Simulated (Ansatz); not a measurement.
Single-point calculation of BH3BrO2F

BH3BrO2F, computed with RKS PBE0-D4/def2-TZVPP (Ansatz 0.2.0).

The geometry is the product side of a reaction. The reaction was set up to form B1–F6 and Br2–H5 and to break B1–Br2 and H5–F6 (atoms counted from 1 in the order of the input); sticks are drawn by distance alone. The geometry comes from this level: PBE0-D4/def2-TZVP.

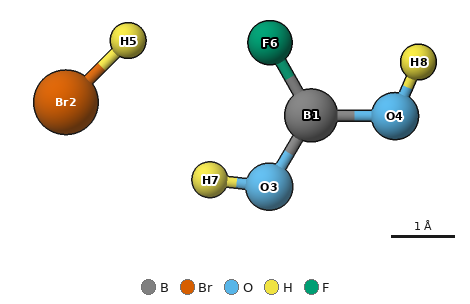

The input geometry (ball-and-stick view, seen at a tilt; atoms are numbered from 1 in the order of the input). Bond lengths as drawn: Br–H 1.42 Å, B–F 1.35 Å, B–O 1.35 Å and H–O 0.96 Å.

## Input
```yaml
crystal:
  periodic: [false, false, false]
  atoms:
    - {symbol: B, position_ang: [-0.566248, -0.000217, 0.651105]}
    - {symbol: Br, position_ang: [1.775075, -0.412834, -2.511860]}
    - {symbol: O, position_ang: [-0.837396, -1.014022, -0.192015]}
    - {symbol: O, position_ang: [-1.329626, 0.187356, 1.750545]}
    - {symbol: H, position_ang: [1.774676, 0.528716, -1.442445]}
    - {symbol: F, position_ang: [0.469143, 0.839402, 0.409253]}
    - {symbol: H, position_ang: [-0.237446, -1.064380, -0.944305]}
    - {symbol: H, position_ang: [-1.048180, 0.936079, 2.279923]}
basis:
  gaussian: {orbitals: def2-TZVPP}
hamiltonian: {xc: pbe0, dispersion: d4}
output: {orbitals: {seedname: orbitals}}
```

Command:
```bash
ansatz run in.yaml --threads 8 --pin off --events-out ev --progress --plain --max-ram 19148MiB
```

## Log
```
Functional definition: PBE0
  name "PBE0"
  cite "Adamo & Barone, J. Chem. Phys. 110, 6158 (1999) doi:10.1063/1.478522"
  cite "Perdew, Burke & Ernzerhof, Phys. Rev. Lett. 77, 3865 (1996) doi:10.1103/PhysRevLett.77.3865"
  parent pbe
  parameter a = 0.25
  parameter kappa = 0.804
  parameter beta = 0.06672455060314922
  exchange = (1 - a)*pbe_x(kappa = kappa, mu = beta*pi^2/3) + a*exact_x
  correlation = pbe_c(beta = beta)
1217 factors; their error is unknown
mean field evaluation 1: about -77567.0157 eV, gradient 6.9e1 eV
mean field evaluation 2: about -77559.2478 eV, gradient 9.7e1 eV
mean field evaluation 4: about -77574.2043 eV, gradient 4.1e0 eV
mean field evaluation 8: about -77574.2239 eV, gradient 2.5e-2 eV
mean field evaluation 16: about -77574.6856 eV, gradient 1.9e-4 eV
mean field -77574.68557257 eV, -2850.8171127814 hartree, gradient 4.0e-5 eV, S^2 0.000000; 0 other end points of the search recorded, 0 dependent functions left out
reference -77574.68560250 eV, -2850.8171138815 hartree; 34, 34 occupied and 180, 180 virtual orbitals, 1217 factors
Total energy: -77574.79130753 eV, -2850.8209984698 hartree
```

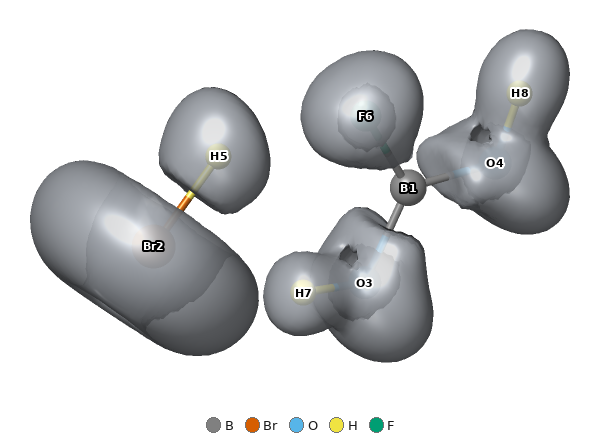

Isosurface of the ELF at 0.75 (grey), seen at a tilt. Core shells and regions of very low density are left out. Profiles from the grid: Br2···H7 (2.63 Å): the ELF is only about 0.05 between them (a non-bonded, intermolecular contact).

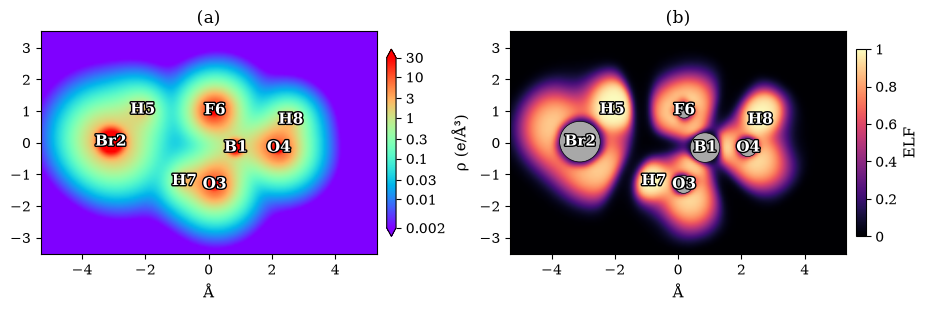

(a) electron density; (b) electron localisation function on the molecular plane. Grey discs, where drawn, cover atomic cores. The section cuts through B, Br, O, H and F sites. Br2···H7 (2.63 Å): ρ at the midpoint is about 0.22 e/Å³, with its minimum of 0.08 e/Å³ about 1.8 Å from Br; the ELF is only about 0.05 between them (a non-bonded, intermolecular contact). B–O (1.35 Å): ρ at the midpoint is about 2.2 e/Å³; the ELF peaks at about 0.90 between the atoms, which marks a shared but strongly polarised pair.

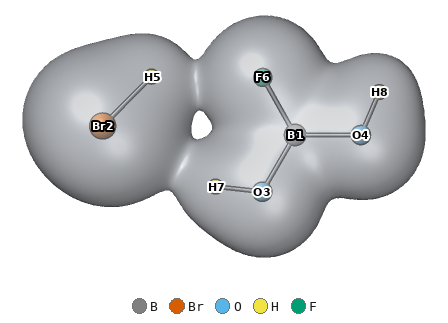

Isosurface of the total electron density at 0.05 e/Å³ (grey), seen face on. At this value the surface is in one piece. On the grid the lowest density along these lines, outside the cores, is 0.08 e/Å³ (Br···H, 2.63 Å), 1.7 e/Å³ (B–O, 1.35 Å), 1.4 e/Å³ (B–F, 1.35 Å) and 2.5 e/Å³ (O–H, 0.96 Å).

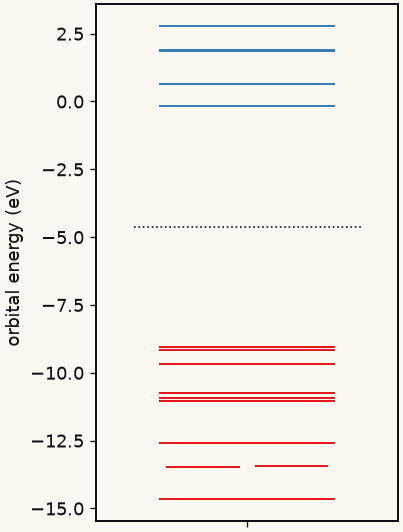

Orbital energies near the frontier; the dotted line parts filled from empty levels, and levels within 0.02 eV of each other stand side by side. Highest filled −9.07 eV, lowest empty −0.18 eV, 8.89 eV apart.

## Summary

| quantity | value |
| --- | --- |
| outcome | converged |
| total energy | −77574.7913 eV |
| mean-field energy | −77574.6856 eV |
| dispersion energy | −0.1057 eV |
| SCF solution under orbital rotations | stable |
| HOMO | −9.07 eV |
| LUMO | −0.18 eV |
| hardware | 8 threads of Intel Xeon @ 2.90GHz, 31 GiB of memory available, shared host |
| wall time | 1.6 s (CPU time 9.5 s) |
| peak memory | 0.52 GiB |
